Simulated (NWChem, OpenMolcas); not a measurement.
CBr2ClF (dibromochlorofluoromethane): a line through the functionals

CBr2ClF has 5 atoms, charge 0, and is taken as a singlet. SMILES: `FC(Cl)(Br)Br`. Geometry: relaxed at PBE0-D4/def2-TZVP.

The HOMO–LUMO gap y, in eV, basis cc-pVDZ; a is the functional's share of exact exchange. Programs: NWChem 7.3.0, OpenMolcas 26.06.

| functional | program | a | y (eV) |
| --- | --- | --- | --- |
| revPBE | NWChem | 0 | 4.24 |
| TPSS | NWChem | 0 | 4.39 |
| B3LYP | NWChem | 0.2 | ? |
| PBE0 | NWChem | 0.25 | 6.50 |
| BHLYP | OpenMolcas | 0.5 | 8.76 |

Q: Fit y = c + s·a to the known rows and predict B3LYP.

A: 
1. Means of the 4 rows: a = 0.1875, y = 5.973.
2. Σ(Δa)² = 0.17188, Σ(Δa·Δy) = 1.5256, so the slope is 1.5256/0.17188 = 8.876.
3. Intercept: 5.973 − (8.876) × 0.1875 = 4.309. The largest residual of the fit is 0.081.
4. B3LYP: 4.309 + (8.876) × 0.2 = 6.08 eV.

The run gave 5.99 eV, so the prediction is off by +0.09 eV, about the scatter of the fit. Exact exchange lowers occupied levels and raises empty ones. The rows mix families of semi-local functionals, which the line can't see.

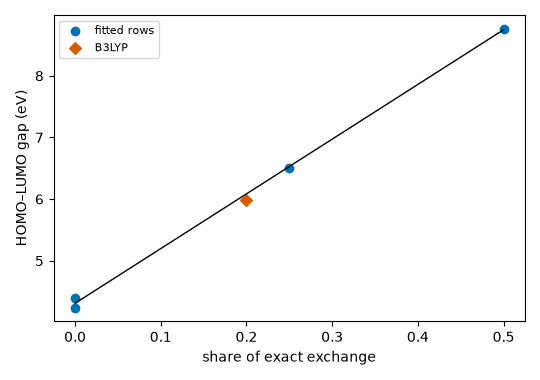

The fitted line, with the withheld row.
